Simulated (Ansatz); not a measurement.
# Phonons of HfSnGe in the AlB2 type

Question: is the lattice of HfSnGe in the AlB2 type stable, and if so, what are its coupling constant and resistivity?

Method: DFT PBEsol, scalar-relativistic, plane waves, PAW; PAW set soft_1, in Ansatz 0.2.0.

The structure was built from a prototype and need not be the compound's stable phase.

## (1) Starting point

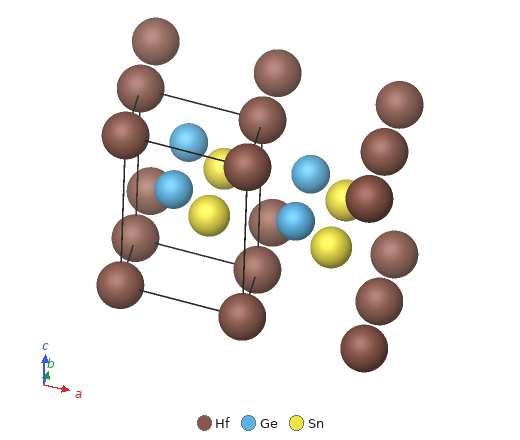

The starting structure, seen slightly off an axis (hafnium brown, germanium blue, tin yellow). 2×2×1 cells are drawn. Some periodic images of atoms are drawn too.

## (2) Relaxation

Lattice constant and positions set the bands and the force constants, so the cell is relaxed first.

Input file input.yaml:

```yaml
crystal:
  lattice:
    - [4.29502, 0.0, 0.0]
    - [-2.14751, 3.7196, 0.0]
    - [0.0, 0.0, 4.50977]
  atoms:
    - { symbol: Hf, position: [0.0, 0.0, 0.0] }
    - { symbol: Ge, position: [0.33333333, 0.66666667, 0.5] }
    - { symbol: Sn, position: [0.66666667, 0.33333333, 0.5] }
kpoints:
  mp_grid: { grid: [9, 9, 8] }
hamiltonian:
  xc: pbesol
  pseudopotentials: { kind: paw, azcp: { folder: soft_1 }, xc_functional: pbe }
scf:
  occupations: { method: gaussian, width: 0.1 }
output:
  forces: true
  stress: true
  eigenvalues: true
relax:
  adjacent_minimum: "off"
  f_tol: 0.005
  max_steps: 80
  cell: { stress_tol: 0.05 }
```

Started as:

```
$ ansatz run input.yaml --threads 4 --pin off --max-ram 12288MiB --backend cpu --events-out ev --progress --plain --runs-dir out
```

Numbers of over 12 decimals in the logs are rounded to 6 here.

What it wrote:

```text
Engine: ansatz 0.2.0, x86_64-unknown-linux-gnu
Pseudopotentials: kind: paw
Pseudopotential: Hf, paw, valence charge 26, recommended cutoff 420 eV (normal), soft_1/Hf.paw.azcp
Pseudopotential: Ge, paw, valence charge 14, recommended cutoff 420 eV (normal), soft_1/Ge.paw.azcp
Pseudopotential: Sn, paw, valence charge 14, recommended cutoff 420 eV (normal), soft_1/Sn.paw.azcp
Functional definition: PBEsol
  exchange = pbesol_x
  correlation = pbesol_c
Crystal: 3 atoms, lattice volume = 72.047 Å³
Basis set: ecut = 420 eV, 1413 PW (Γ), exchange–correlation on 60×60×64 points (8 copies of the dense FFT grid, shifted against one another)
Bands: 33, of which v1, the nominal top of the filled ones, is band 27 counted from 1 (26 counted from 0)
Symmetry: 12 space group operations
Space group: P-6m2 (ITA 187), of the structure as read, at distance tolerance 4.2e-5 Å
k-points: 60 of 648 (time reversal used)
Non-local potential: Hf, projectors of the file, l = 0: 3, l = 1: 2, l = 2: 2, l = 3: 3
Non-local potential: Ge, projectors of the file, l = 0: 2, l = 1: 2, l = 2: 3, l = 3: 1
Non-local potential: Sn, projectors of the file, l = 0: 2, l = 1: 2, l = 2: 2, l = 3: 1
PAW form: soft (Blöchl's): semilocal exchange-correlation on the pseudo side does not see the compensation charge
PAW frozen core: Hf, regenerated for the run's functional, and the local potential with it (the file was generated under x = pbe(κ = 0.804, μ = 0.219515), c = pbe(β = 0.066725))
PAW frozen core: Ge, regenerated for the run's functional, and the local potential with it (the file was generated under x = pbe(κ = 0.804, μ = 0.219515), c = pbe(β = 0.066725))
PAW frozen core: Sn, regenerated for the run's functional, and the local potential with it (the file was generated under x = pbe(κ = 0.804, μ = 0.219515), c = pbe(β = 0.066725))
PAW one-centre angular grid: Hf, 590 points (default); XC on 64 Gauss nodes
PAW one-centre angular grid: Ge, 590 points (default); XC on 64 Gauss nodes
PAW one-centre angular grid: Sn, 590 points (default); XC on 64 Gauss nodes
Initial density: superposition of atomic densities (chi_scale 0.1, normalization cell, long waves kept (reshape's long-wave potential 0.00 eV rms))
Initial wavefunctions: pseudopotential atomic-orbital guess
Functional: x = pbesol(κ = 0.804, μ = 0.123457), c = pbesol(β = 0.046)
SCF iter   1: F=—  HF=-25801.024801 eV  |F-HF|=—  |Δ(HF+E_count)|=         —  Δρ=5.02e-2  dr2=3.72e0  ethr=3.10e-3  ⟨swp⟩=6.0  Hψ=7369  notcnv=0
preconditioner: auto → Kerker (q_TF=auto, 2.600 Å⁻¹)  [metal: Δε(μ)=0.038 eV  Ē_g=16.735 eV  σ=0.100 eV  W_gap=0.21  n_scr=20 (ndim 8)  ℏωp=29.7 eV  f_vac=0.000  D(μ)=3.04/eV (n_scr^D=20)]
SCF iter   2: F=—  HF=-25800.255009 eV  |F-HF|=—  |Δ(HF+E_count)|=   7.70e-1  Δρ=2.03e-2  dr2=4.61e-1  ethr=3.10e-3  ⟨swp⟩=3.8  Hψ=4508  notcnv=0  defer=45
SCF iter   3: F=—  HF=-25800.111381 eV  |F-HF|=—  |Δ(HF+E_count)|=   1.44e-1  Δρ=1.08e-2  dr2=1.06e-1  ethr=8.54e-4  ⟨swp⟩=2.0  Hψ=3030  notcnv=0  defer=45
SCF iter   4: F=—  HF=-25800.080721 eV  |F-HF|=—  |Δ(HF+E_count)|=   3.07e-2  Δρ=5.12e-3  dr2=2.30e-2  ethr=1.97e-4  ⟨swp⟩=2.0  Hψ=3878  notcnv=0  defer=45
SCF iter   5: F=—  HF=-25800.079317 eV  |F-HF|=—  |Δ(HF+E_count)|=   1.40e-3  Δρ=1.68e-3  dr2=2.35e-3  ethr=4.27e-5  ⟨swp⟩=2.0  Hψ=3825  notcnv=0  defer=45
SCF iter   6: F=—  HF=-25800.077091 eV  |F-HF|=—  |Δ(HF+E_count)|=   2.23e-3  Δρ=5.87e-4  dr2=4.04e-4  ethr=4.35e-6  ⟨swp⟩=2.0  Hψ=3354  notcnv=0  defer=45
SCF iter   7: F=—  HF=-25800.077063 eV  |F-HF|=—  |Δ(HF+E_count)|=   2.80e-5  Δρ=2.82e-4  dr2=9.12e-5  ethr=7.47e-7  ⟨swp⟩=2.0  Hψ=3575  notcnv=0  defer=45
SCF iter   8: F=—  HF=-25800.077066 eV  |F-HF|=—  |Δ(HF+E_count)|=   3.21e-6  Δρ=6.71e-5  dr2=5.63e-6  ethr=1.69e-7  ⟨swp⟩=2.0  Hψ=3595  notcnv=0  defer=45
SCF iter   9: F=—  HF=-25800.077061 eV  |F-HF|=—  |Δ(HF+E_count)|=   5.10e-6  Δρ=1.91e-5  dr2=4.75e-7  ethr=1.04e-8  ⟨swp⟩=2.0  Hψ=2291  notcnv=0  defer=45
SCF iter  10: F=-25800.077061 eV  HF=-25800.077061 eV  |F-HF|=3.31e-8  |Δ(HF+E_count)|=   1.31e-7  Δρ=5.69e-6  dr2=3.27e-8  ethr=1.85e-10  ⟨swp⟩=9.8  Hψ=9349  notcnv=0
SCF 1 converged in 10 iterations: F = -25800.077061 eV  dr2 = 3.27e-8
  greatest PAW one-centre occupation: 0.998 electrons in one spin orbital (limit 2), on the Hf atom at site 0 (counted from 0), in its partial waves of l = 3
relax step   1: F+E_penalty+E_count = -25800.07706077 eV  Δ(F+E_penalty+E_count) = +0.000e0 eV  max|allowed force component| = 1.357e-16 eV/Å  Δτ_max = 0.0000 Å  P = -0.579 GPa  Ω = 72.047 Å³  (10 SCF iters, dr2 threshold 1.00e-7 eV, accepted)
Crystal: 3 atoms, lattice volume = 70.957 Å³
Basis set: ecut = 420 eV, 1377 PW (Γ), exchange–correlation on 60×60×64 points (8 copies of the dense FFT grid, shifted against one another)
Initial density: handed on by an earlier stage of this run
Initial wavefunctions: those handed on with the density
iter 1 solved again at ethr=1.53e-5 eV; its pass at ethr=3.10e-3 eV (dr2=8.24e-3 eV) is discarded
SCF iter   1: F=—  HF=-25800.517522 eV  |F-HF|=—  |Δ(HF+E_count)|=         —  Δρ=3.12e-3  dr2=8.98e-3  ethr=1.53e-5  ⟨swp⟩=2.0  Hψ=12040  notcnv=0
preconditioner: auto → Kerker (q_TF=auto, 2.607 Å⁻¹)  [metal: Δε(μ)=0.010 eV  Ē_g=17.395 eV  σ=0.100 eV  W_gap=0.06  n_scr=20 (ndim 8)  ℏωp=29.9 eV  f_vac=0.000  D(μ)=2.09/eV (n_scr^D=20)]
SCF iter   2: F=—  HF=-25800.516070 eV  |F-HF|=—  |Δ(HF+E_count)|=   1.45e-3  Δρ=1.89e-3  dr2=3.63e-3  ethr=1.53e-5  ⟨swp⟩=1.4  Hψ=2009  notcnv=0
SCF iter   3: F=—  HF=-25800.515327 eV  |F-HF|=—  |Δ(HF+E_count)|=   7.43e-4  Δρ=4.25e-4  dr2=1.95e-4  ethr=6.72e-6  ⟨swp⟩=2.0  Hψ=3026  notcnv=0
SCF iter   4: F=—  HF=-25800.515274 eV  |F-HF|=—  |Δ(HF+E_count)|=   5.26e-5  Δρ=2.83e-4  dr2=9.90e-5  ethr=3.62e-7  ⟨swp⟩=3.0  Hψ=3898  notcnv=0
SCF iter   5: F=—  HF=-25800.515225 eV  |F-HF|=—  |Δ(HF+E_count)|=   4.96e-5  Δρ=1.14e-4  dr2=1.62e-5  ethr=1.83e-7  ⟨swp⟩=2.1  Hψ=3644  notcnv=0
SCF iter   6: F=—  HF=-25800.515222 eV  |F-HF|=—  |Δ(HF+E_count)|=   2.48e-6  Δρ=5.33e-5  dr2=2.43e-6  ethr=2.99e-8  ⟨swp⟩=2.0  Hψ=3184  notcnv=0
SCF iter   7: F=—  HF=-25800.515222 eV  |F-HF|=—  |Δ(HF+E_count)|=   5.85e-7  Δρ=1.82e-5  dr2=3.43e-7  ethr=4.49e-9  ⟨swp⟩=2.0  Hψ=3612  notcnv=0
SCF iter   8: F=-25800.515221 eV  HF=-25800.515221 eV  |F-HF|=4.27e-8  |Δ(HF+E_count)|=   1.63e-7  Δρ=5.71e-6  dr2=3.51e-8  ethr=5.56e-10  ⟨swp⟩=8.0  Hψ=11603  notcnv=0
SCF 2 converged in 8 iterations: F = -25800.515221 eV  dr2 = 3.51e-8
[...]
[... from here on, the SCF cycles and remarks between the steps are left out ...]
relax step   4: F+E_penalty+E_count = -25801.20235241 eV  Δ(F+E_penalty+E_count) = -3.254e-1 eV  max|allowed force component| = 2.498e-16 eV/Å  Δτ_max = 0.0000 Å  P = -1.145 GPa  Ω = 66.570 Å³  energy of the carried Pulay correction = +7.760e-4 eV  (8 SCF iters, dr2 threshold 3.00e-7 eV, accepted)
relax step   5: F+E_penalty+E_count = -25801.45278891 eV  Δ(F+E_penalty+E_count) = -2.504e-1 eV  max|allowed force component| = 1.696e-16 eV/Å  Δτ_max = 0.0000 Å  P = +0.119 GPa  Ω = 64.301 Å³  energy of the carried Pulay correction = +1.129e-3 eV  (8 SCF iters, dr2 threshold 3.00e-7 eV, accepted)
relax step   6: F+E_penalty+E_count = -25801.62463059 eV  Δ(F+E_penalty+E_count) = -1.718e-1 eV  max|allowed force component| = 1.234e-16 eV/Å  Δτ_max = 0.0000 Å  P = +0.924 GPa  Ω = 62.844 Å³  energy of the carried Pulay correction = +1.348e-3 eV  (8 SCF iters, dr2 threshold 3.00e-7 eV, accepted)
relax step   7: F+E_penalty+E_count = -25801.92120973 eV  Δ(F+E_penalty+E_count) = -2.966e-1 eV  max|allowed force component| = 4.533e-16 eV/Å  Δτ_max = 0.0000 Å  P = +1.160 GPa  Ω = 61.459 Å³  energy of the carried Pulay correction = +1.558e-3 eV  (9 SCF iters, dr2 threshold 3.00e-7 eV, accepted)
relax step   8: F+E_penalty+E_count = -25802.21074221 eV  Δ(F+E_penalty+E_count) = -2.895e-1 eV  max|allowed force component| = 2.560e-16 eV/Å  Δτ_max = 0.0000 Å  P = +2.341 GPa  Ω = 59.637 Å³  energy of the carried Pulay correction = +1.856e-3 eV  (9 SCF iters, dr2 threshold 3.00e-7 eV, accepted)
relax step   9: F+E_penalty+E_count = -25802.17195366 eV  Δ(F+E_penalty+E_count) = +3.879e-2 eV  max|allowed force component| = 1.295e-16 eV/Å  Δτ_max = 0.0000 Å  P = +2.659 GPa  Ω = 59.476 Å³  energy of the carried Pulay correction = +1.841e-3 eV  (8 SCF iters, dr2 threshold 3.00e-7 eV, rejected (line search))
relax step  10: F+E_penalty+E_count = -25802.27042925 eV  Δ(F+E_penalty+E_count) = -5.969e-2 eV  max|allowed force component| = 1.665e-16 eV/Å  Δτ_max = 0.0000 Å  P = -1.142 GPa  Ω = 61.533 Å³  energy of the carried Pulay correction = +1.493e-3 eV  (12 SCF iters, accepted)
relax step  11: F+E_penalty+E_count = -25802.28382233 eV  Δ(F+E_penalty+E_count) = -1.339e-2 eV  max|allowed force component| = 8.018e-17 eV/Å  Δτ_max = 0.0000 Å  P = -0.223 GPa  Ω = 60.850 Å³  energy of the carried Pulay correction = +1.610e-3 eV  (7 SCF iters, dr2 threshold 3.00e-7 eV, accepted)
relax step  12: F+E_penalty+E_count = -25802.28400469 eV  Δ(F+E_penalty+E_count) = -1.824e-4 eV  max|allowed force component| = 1.573e-16 eV/Å  Δτ_max = 0.0000 Å  P = +0.002 GPa  Ω = 60.706 Å³  energy of the carried Pulay correction = +1.636e-3 eV  (6 SCF iters, dr2 threshold 3.00e-7 eV, accepted)
relax step  13: F+E_penalty+E_count = -25802.29221002 eV  Δ(F+E_penalty+E_count) = -8.205e-3 eV  max|allowed force component| = 1.419e-16 eV/Å  Δτ_max = 0.0000 Å  P = +0.232 GPa  Ω = 60.706 Å³  stress off target by 3.58e-1 GPa  SCF on the basis re-selected at this cell (its energy is not comparable with the rows above)  (9 SCF iters)
relax step  14: F+E_penalty+E_count = -25802.29238246 eV  Δ(F+E_penalty+E_count) = -1.724e-4 eV  max|allowed force component| = 1.449e-16 eV/Å  Δτ_max = 0.0000 Å  P = +0.019 GPa  Ω = 60.845 Å³  energy of the carried Pulay correction = -2.634e-5 eV  (5 SCF iters, dr2 threshold 3.00e-7 eV, accepted)
iter 1 solved again at ethr=2.11e-8 eV; its pass at ethr=3.10e-3 eV (dr2=1.14e-5 eV) is discarded
SCF iter   1: F=—  HF=-25802.292405 eV  |F-HF|=—  |Δ(HF+E_count)|=         —  Δρ=5.93e-5  dr2=7.00e-8  ethr=2.11e-8  ⟨swp⟩=4.1  Hψ=13882  notcnv=0
preconditioner: auto → Kerker (q_TF=auto, 2.675 Å⁻¹)  [metal: Δε(μ)=0.073 eV  Ē_g=19.629 eV  σ=0.100 eV  W_gap=0.38  n_scr=26 (ndim 8)  ℏωp=34.3 eV  f_vac=0.000  D(μ)=1.51/eV (n_scr^D=6)]
SCF iter   2: F=—  HF=-25802.292412 eV  |F-HF|=—  |Δ(HF+E_count)|=   6.76e-6  Δρ=3.03e-5  dr2=2.27e-8  ethr=1.30e-10  ⟨swp⟩=2.2  Hψ=3539  notcnv=0
SCF iter   3: F=—  HF=-25802.292412 eV  |F-HF|=—  |Δ(HF+E_count)|=   1.06e-7  Δρ=1.23e-5  dr2=5.39e-9  ethr=4.20e-11  ⟨swp⟩=2.3  Hψ=3372  notcnv=0
SCF iter   4: F=—  HF=-25802.292412 eV  |F-HF|=—  |Δ(HF+E_count)|=   2.12e-8  Δρ=7.12e-7  dr2=5.24e-10  ethr=9.97e-12  ⟨swp⟩=2.0  Hψ=2603  notcnv=0
SCF iter   5: F=—  HF=-25802.292412 eV  |F-HF|=—  |Δ(HF+E_count)|=  1.53e-10  Δρ=8.25e-7  dr2=2.56e-10  ethr=1.00e-12  ⟨swp⟩=2.0  Hψ=3610  notcnv=0
SCF iter   6: F=-25802.292412 eV  HF=-25802.292412 eV  |F-HF|=1.09e-11  |Δ(HF+E_count)|=  1.20e-10  Δρ=1.20e-7  dr2=1.15e-11  ethr=1.00e-12  ⟨swp⟩=5.8  Hψ=10464  notcnv=0
SCF 15 converged in 6 iterations: F = -25802.292412 eV  dr2 = 1.15e-11
relax step  15: F+E_penalty+E_count = -25802.29241199 eV  Δ(F+E_penalty+E_count) = -2.954e-5 eV  max|allowed force component| = 1.203e-16 eV/Å  Δτ_max = 0.0000 Å  P = +0.019 GPa  Ω = 60.845 Å³  stress off target by 2.87e-2 GPa  SCF on the basis re-selected at this cell (its energy is not comparable with the rows above)  (6 SCF iters)
basis re-selected at this cell: Δ(F+E_penalty+E_count) = -2.954e-5 eV, ΔP = +0.000 GPa vs the last step (what re-selecting the basis moved, of the pressure what is left beyond the Pulay correction that the steps carried, after the strain that the cell walked since its last selection, with what the two solves' SCF thresholds leave and, on support functions, any second-order correction that the steps lacked; it is no m [...]
SCF converged after 6 iterations
Free energy (F): -25802.292412 eV
Harris-Foulkes:  -25802.292412 eV  (|F-HF|=1.09e-11)
Internal energy: -25802.284851 eV  (E = F + TS)
E sigma→0 (E₀):  -25802.288632 eV
Entropy (-TS):   -0.007561 eV (-2.520 meV/atom)
Fermi energy:    15.166249 eV
--- Per-component energies (eV) ---
  E_band       = -165.362091
  E_kinetic    = 672.336197
  E_local      = -9516.097876  (includes V_loc(G=0)·N_el)
  E_nonlocal   = 429.009857
  E_hartree    = 4660.750000
  E_xc         = -462.045643
  E_vxc        = -402.403273  (∫ρ·V_xc dr)
  E_paw        = -13840.864699  (= ΣΔE_a)
  E_vpaw       = -669.707519  (= ΣTr[D̂ρ^β])
  E_aug_tail   = 0.000406  (compensation charges beyond the density's cutoff)
  E_ewald      = -7747.826927
  E_core_change = 2.453833  (= ΣΔE_core)
  E_smearing   = -0.007561  (= −TS)
  E_closure    = 0.000000  (closes the sum)
  Σ components = -25802.292412   (vs F -25802.292412, Δ=0.00e0)
--- Forces (eV/Å), atoms counted from 1 ---
  atom   1  Hf     0.00000000     0.00000000     0.00000000
  atom   2  Ge     0.00000000     0.00000000     0.00000000
  atom   3  Sn     0.00000000    -0.00000000     0.00000000
  max |Σ_I F_I| component: 8.33e-17 eV/Å
--- Stress (GPa, compression-positive) ---
        0.028678       0.000000       0.000000
        0.000000       0.028678       0.000000
        0.000000       0.000000      -0.000996
  P = ⅓ Tr σ = 0.0188 GPa (0.188 kbar)
--- Band table (eV; the first three rows and the last of 60) ---
  k-point 0: bands = [... 23 lower, 10.8590, 10.8590, 13.1597, 14.8983, 14.8983, 19.0235, 19.5037, 19.5037, ... 2 higher]
  k-point 1: bands = [... 23 lower, 11.1527, 11.1527, 13.8185, 14.7194, 14.7194, 17.5612, 19.3902, 19.3902, ... 2 higher]
  k-point 2: bands = [... 23 lower, 12.0095, 12.0095, 13.7536, 14.1926, 14.1926, 16.5236, 18.9314, 18.9314, ... 2 higher]
  k-point 59: bands = [... 23 lower, 11.2545, 11.4936, 12.6907, 14.9857, 15.2280, 16.0260, 17.6285, 17.7111, ... 2 higher]
--- Relaxed structure (13 steps of the walk, 12 accepted, 2 SCFs on fresh bases) ---
  F+E_penalty+E_count = -25802.29241199 eV   max|allowed force component| = 1.203e-16 eV/Å   (the final SCF, on the basis selected at the relaxed cell)
  cell:  # Å, volume = 60.8449 Å³
    - [4.930378, 0, 0.0]
    - [-2.465189, 4.269833, 0.0]
    - [0.0, 0.0, 2.890236]
  atoms:
    - { symbol: Hf, position: [0, 0, 0.0] }
    - { symbol: Ge, position: [0.333333, 0.666667, 0.500000] }
    - { symbol: Sn, position: [0.666667, 0.333333, 0.500000] }
```

Run time: 82 s. Hardware: 4 threads of Intel Xeon 6975P-C (Granite Rapids), shared host; peak memory 0.63 GiB; 5.3 min of CPU time.

Step by step:

| step | energy less that of the first step (eV) | largest force component (eV/Å) | pressure (GPa) | volume (Å³) |
| --- | --- | --- | --- | --- |
| 1 | 0.0000 | 0.0000 | -0.58 | 72.05 |
| 2 | -0.4382 | 0.0000 | -1.97 | 70.96 |
| 3 | -0.7999 | 0.0000 | -1.53 | 68.64 |
| 4 | -1.1253 | 0.0000 | -1.15 | 66.57 |
| 5 | -1.3757 | 0.0000 | 0.12 | 64.30 |
| 6 | -1.5476 | 0.0000 | 0.92 | 62.84 |
| 7 | -1.8441 | 0.0000 | 1.16 | 61.46 |
| 8 | -2.1337 | 0.0000 | 2.34 | 59.64 |
| 9 | -2.0949 | 0.0000 | 2.66 | 59.48 |
| 10 | -2.1934 | 0.0000 | -1.14 | 61.53 |
| 11 | -2.2068 | 0.0000 | -0.22 | 60.85 |
| 12 | -2.2069 | 0.0000 | 0.00 | 60.71 |
| 13* | -2.2151 | 0.0000 | 0.23 | 60.71 |
| 14 | -2.2153 | 0.0000 | 0.02 | 60.84 |
| 15* | -2.2154 | 0.0000 | 0.02 | 60.84 |

Relaxation steps marked * repeat the geometry before them on a plane-wave basis chosen anew for their cell, so energy and pressure can jump there. Relaxation step 9 was tried and not accepted.

Forces are held to the 12 operations that the run works with; a distortion that breaks them can't arise in this run.

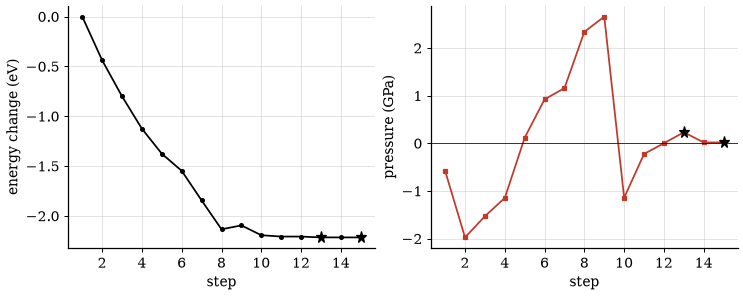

Energy and pressure along the relaxation. Stars mark steps on a basis chosen anew.

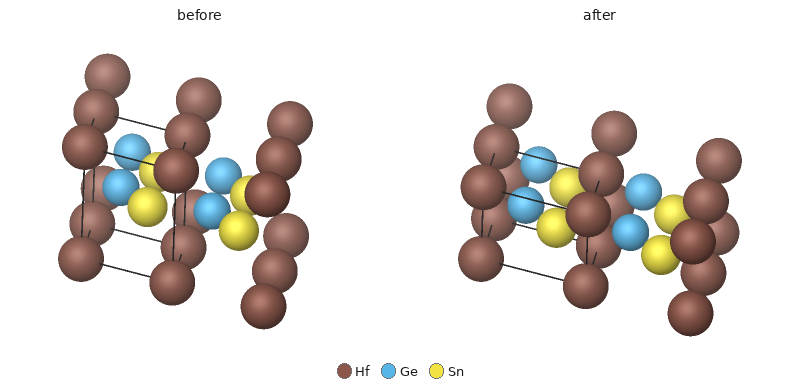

Before and after, at one scale.

| cell as run | before | after | change |
| --- | --- | --- | --- |
| a (Å) | 4.295 | 4.930 | +14.8 % |
| b (Å) | 4.295 | 4.930 | +14.8 % |
| c (Å) | 4.510 | 2.890 | -35.9 % |
| volume (Å³/atom) | 24.02 | 20.28 | -15.5 % |

The relaxed structure:

```
Hf Ge Sn
1.0
     4.93038    0.00000    0.00000
    -2.46519    4.26983    0.00000
     0.00000    0.00000    2.89024
Hf Ge Sn
1 1 1
Direct
  0.00000 0.00000 0.00000
  0.33333 0.66667 0.50000
  0.66667 0.33333 0.50000
```

This step gave:

```yaml
pressure: 0.01879 GPa
volume_per_atom: 20.28 Å³/atom
metallic_on_mesh: yes
gap_on_the_k_mesh: 0 eV
```

The largest force is now zero by symmetry and the largest stress component 0.029 GPa.

## (3) Relaxing cell and atoms

The relaxation is repeated from the new cell as a check.

input.yaml, the sections that differ from step 2:

```yaml
crystal:
  lattice:
    - [4.9303783184, 0.0, 0.0]
    - [-2.4651891592, 4.269832874, 0.0]
    - [0.0, 0.0, 2.8902363327]
  atoms:
    - { symbol: Hf, position: [0.0, 0.0, 0.0] }
    - { symbol: Ge, position: [0.3333333333, 0.6666666667, 0.5] }
    - { symbol: Sn, position: [0.6666666667, 0.3333333333, 0.5] }
kpoints:
  mp_grid: { grid: [9, 9, 10] }
# hamiltonian, scf, output, relax: as in step 2
```

What it wrote:

```text
[the first part of the log is left out]
  E_paw        = -13840.832692  (= ΣΔE_a)
  E_vpaw       = -669.669826  (= ΣTr[D̂ρ^β])
  E_aug_tail   = 0.000401  (compensation charges beyond the density's cutoff)
  E_ewald      = -7743.205321
  E_core_change = 2.453833  (= ΣΔE_core)
  E_smearing   = -0.005213  (= −TS)
  E_closure    = -0.000000  (closes the sum)
  Σ components = -25802.279937   (vs F -25802.279937, Δ=0.00e0)
[...]
--- Stress (GPa, compression-positive) ---
       -0.000159       0.000000       0.000000
        0.000000      -0.000159       0.000000
        0.000000       0.000000       0.001830
  P = ⅓ Tr σ = 0.0005 GPa (0.005 kbar)
--- Band table (eV; the first three rows and the last of 72) ---
[...]
--- Relaxed structure (3 steps of the walk, 3 accepted, 1 SCFs on fresh bases) ---
[...]
cell:  # Å, volume = 60.9211 Å³
    - [4.938619, 0.0, 0.0]
    - [-2.469309, 4.276969, 0.0]
    - [0.0, 0.0, 2.884207]
  atoms:
    - { symbol: Hf, position: [0, 0, 0.0] }
    - { symbol: Ge, position: [0.333333, 0.666667, 0.500000] }
    - { symbol: Sn, position: [0.666667, 0.333333, 0.500000] }
```

Run time: 16 s. Hardware: 4 threads; peak memory 0.57 GiB.

Step by step:

| step | energy less that of the first step (eV) | largest force component (eV/Å) | pressure (GPa) | volume (Å³) |
| --- | --- | --- | --- | --- |
| 1 | 0.0000 | 0.0000 | 0.09 | 60.84 |
| 2 | -0.0002 | 0.0000 | -0.07 | 60.98 |
| 3 | -0.0003 | 0.0000 | 0.00 | 60.92 |
| 4 | -0.0003 | 0.0000 | 0.00 | 60.92 |

The log counts 1 steps on a newly chosen plane-wave basis, not all of them marked here; energy and pressure can jump at such steps.

| conventional cell, symmetrised | before | after | change |
| --- | --- | --- | --- |
| a (Å) | 4.930 | 4.939 | +0.2 % |
| b (Å) | 4.930 | 4.939 | +0.2 % |
| c (Å) | 2.890 | 2.884 | -0.2 % |
| volume (Å³/atom) | 20.28 | 20.31 | +0.1 % |

Final coordinates:

```xyz
3
Lattice="4.9386 0.0000 0.0000 -2.4693 4.2770 0.0000 0.0000 0.0000 2.8842" Properties=species:S:1:pos:R:3 pbc="T T T"
Hf    0.0000    0.0000    0.0000
Ge    0.0000    2.8513    1.4421
Sn    2.4693    1.4257    1.4421
```

Numbers from this step:

* pressure: 5.04e-4 GPa
* volume per atom: 20.31 Å³/atom

The largest force is now zero by symmetry and the largest stress component 0.0018 GPa.

(Continued in part 2 of 3.)

[Logs are printed without paths, hosts, clocks, repeated set-up lines and the standing remarks that a program may print on its own settings, such as how far it seeks lower states.]

[Hosts, paths, dates, database ids (printed as entryN), source tags and the programs' standing remarks are cut or masked in the printed files.]
